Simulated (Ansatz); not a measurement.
## Electronic structure of C₄H₁₀F₃HfN (SMILES CC(C)(C)[NH][Hf]([F])([F])[F]) in real space

Input file:

```
crystal:
  periodic: [false, false, false]
  atoms:
    - {symbol: C, position_ang: [0.280958, 0.969647, -0.973458]}
    - {symbol: C, position_ang: [-0.342424, -0.276765, -0.353050]}
    - {symbol: C, position_ang: [0.069986, -1.510380, -1.151283]}
    - {symbol: C, position_ang: [-1.862627, -0.142523, -0.344671]}
    - {symbol: N, position_ang: [0.152658, -0.386643, 1.019941]}
    - {symbol: Hf, position_ang: [1.423321, 0.845728, 1.982457]}
    - {symbol: F, position_ang: [1.631843, 0.112841, 3.729418]}
    - {symbol: F, position_ang: [0.692885, 2.615915, 2.053095]}
    - {symbol: F, position_ang: [3.098038, 0.916920, 1.053860]}
    - {symbol: H, position_ang: [-0.055102, 1.101998, -2.003199]}
    - {symbol: H, position_ang: [-0.008029, 1.872355, -0.423517]}
    - {symbol: H, position_ang: [1.373842, 0.894095, -1.000114]}
    - {symbol: H, position_ang: [-0.286599, -1.448779, -2.182767]}
    - {symbol: H, position_ang: [1.157282, -1.611274, -1.164873]}
    - {symbol: H, position_ang: [-0.350432, -2.415763, -0.704718]}
    - {symbol: H, position_ang: [-2.165438, 0.740985, 0.221275]}
    - {symbol: H, position_ang: [-2.323346, -1.018820, 0.119761]}
    - {symbol: H, position_ang: [-2.255675, -0.056196, -1.361017]}
    - {symbol: H, position_ang: [-0.231152, -1.203349, 1.482870]}
basis:
  gaussian: {orbitals: def2-TZVPP}
hamiltonian: {xc: pbe0, dispersion: d4}
output: {orbitals: {seedname: orbitals}}
```

Run with:

```sh
ansatz run in.yaml --threads 4 --pin off --events-out ev --progress --plain --max-ram 46080MiB --backend cuda --devices 0, --max-vram 37GiB
```

Geometry: PBE0-D4/def2-TZVP; core potentials replace the inner electrons of Hf.

All numbers below come from Ansatz, RKS PBE0-D4/def2-TZVPP.

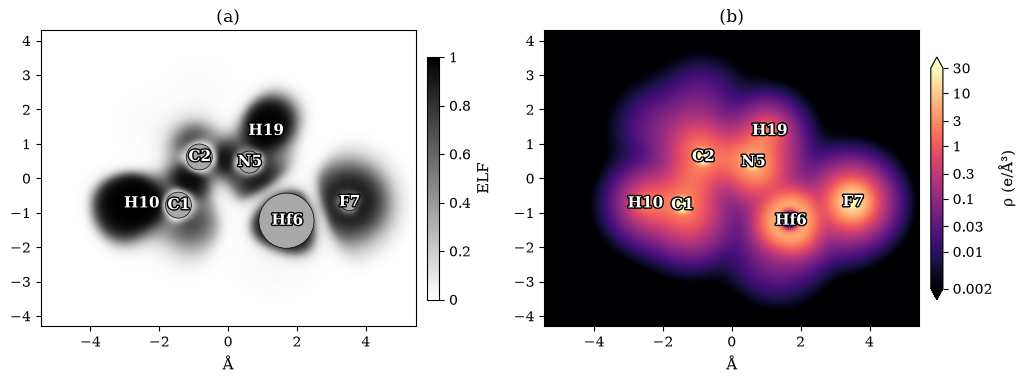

Figure 1. (a) electron localisation function; (b) electron density on the plane of atoms C2, N5 and Hf6. Grey discs cover the atomic cores in the ELF map.

> Interpret the plot.

Atoms in the plane: C, N, Hf, F and H. C–N (1.46 Å): the density is about 1.9 e/Å³ at the midpoint; the ELF peaks at about 0.90 between the atoms: a shared electron pair. C–C (1.53 Å): the density is about 1.7 e/Å³ at the midpoint; the ELF peaks at about 0.95 between the atoms, as expected for a shared electron pair. Hf–F (1.91 Å): ρ is about 0.93 e/Å³ halfway; the ELF peaks at about 0.80 in the valence shell of F, 0.5 Å from its nucleus, and drops to about 0.25 between the two atoms. Hf–N (2.01 Å): ρ at the midpoint is about 0.86 e/Å³; the ELF peaks at about 0.85 in the valence shell of N, 0.6 Å from its nucleus, and is about 0.30 at the midpoint. N–H (1.01 Å): ρ is about 2.8 e/Å³ halfway; the ELF climbs to about 1 towards the hydrogen, as it does in any bond to H (a covalent bond by its length).

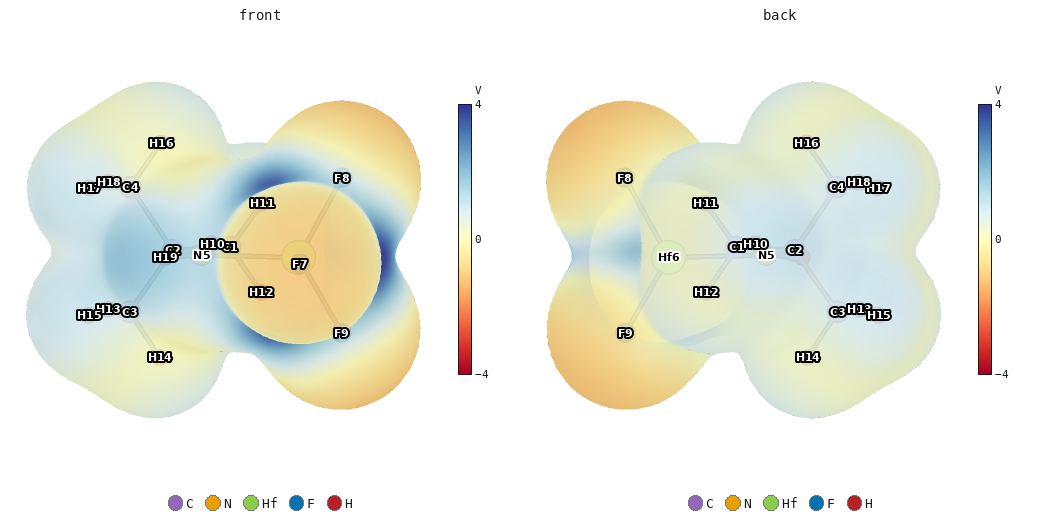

Figure 2. The electrostatic potential painted on the density surface at 0.002 e/bohr³, seen from the front and from behind; red is negative and blue positive.

> Where is the surface potential most negative and most positive?

The most negative region (about −1.2 V) lies over F8 and F9, the most positive (about +3.8 V) over Hf6.

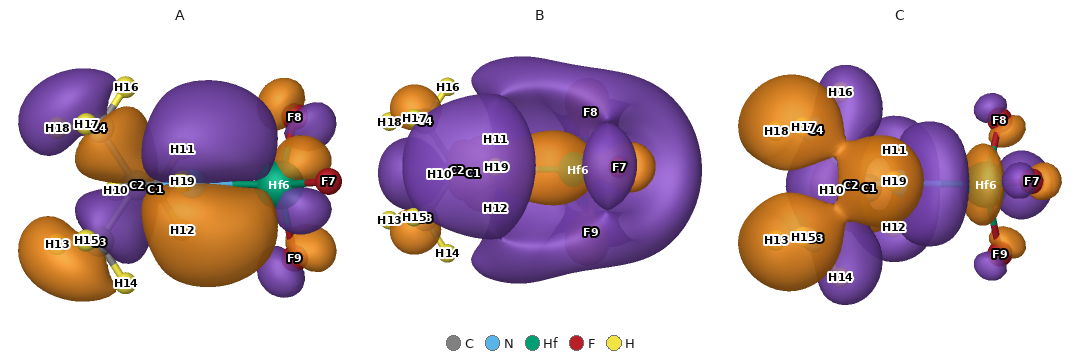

Figure 3. Three frontier orbitals at ±0.04 Å⁻³ᐟ² (orange and purple are the two phases), in no order.

> Which picture is the HOMO−1, the HOMO and the LUMO?

C is the HOMO−1 (−9.42 eV). By Hirshfeld shares it lies mainly on C2 (about 20 %), N5 (about 15 %), C1 (about 15 %), C3 (about 10 %), C4 (about 10 %) and Hf6 (about 5 %). A is the HOMO (−7.33 eV). It lies mainly on N5 (about 55 %), Hf6 (about 15 %) and C2 (about 10 %). B is the LUMO (−0.41 eV). By Hirshfeld shares it lies mainly on Hf6 (about 60 %), N5 (about 5 %) and F7 (about 5 %).

> What is the HOMO–LUMO gap?

6.92 eV between the orbital energies.

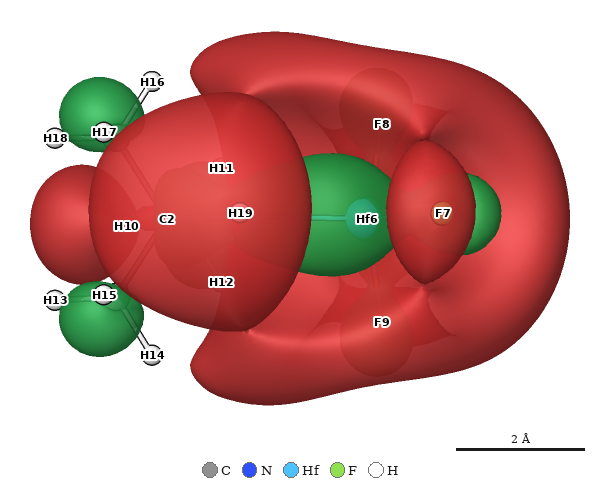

Figure 4. The LUMO at ±0.04 Å⁻³ᐟ² (green and red are the two phases), seen across its widest extent.

> Describe this orbital and give its energy.

Its weight (Hirshfeld) is mainly on Hf6 (about 60 %), N5 (about 5 %) and F7 (about 5 %). Its energy is −0.41 eV.
